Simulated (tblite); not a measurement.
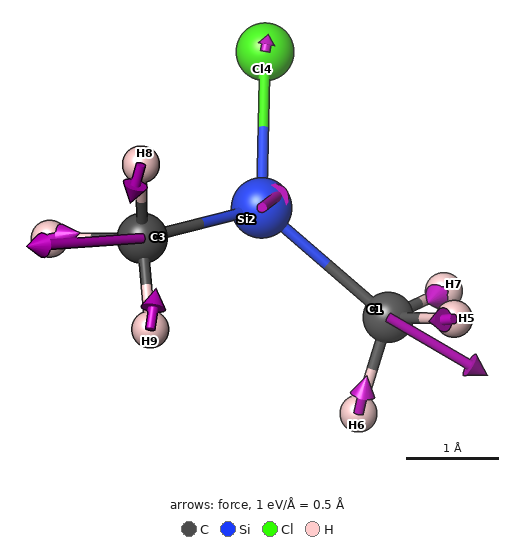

Starting geometry of C2H6ClSi (multiplicity 2) with the computed forces as purple arrows. Style: ball-and-stick. Shown at a tilt.

All numbers below come from tblite, GFN2-xTB geometry optimisation, gas phase. 

What follows when this structure is relaxed?

Answer. It isn't relaxed: the largest force vector, on a C atom, is 3.35 eV/Å. The final displacements have little in common with the starting forces (cosine between the two patterns 0.18). The atom that moves furthest after the best rigid fit is an H atom (0.60 Å). By element the largest moves are H 0.60 Å, Si 0.58 Å, Cl 0.23 Å, C 0.10 Å. Near-neighbour distances that change, for instance: C–Si 1.800 → 1.906 Å, C–Si 1.833 → 1.905 Å, Cl–Si 2.015 → 2.058 Å, C–H 1.119 → 1.086 Å. Among the angles between lasting bonds that change: C–Si–Cl 121.6° → 108.2°, C–Si–Cl 119.6° → 108.3°, C–Si–C 118.7° → 112.0°. Over 68 geometry steps the energy falls by 81.0 kJ/mol.
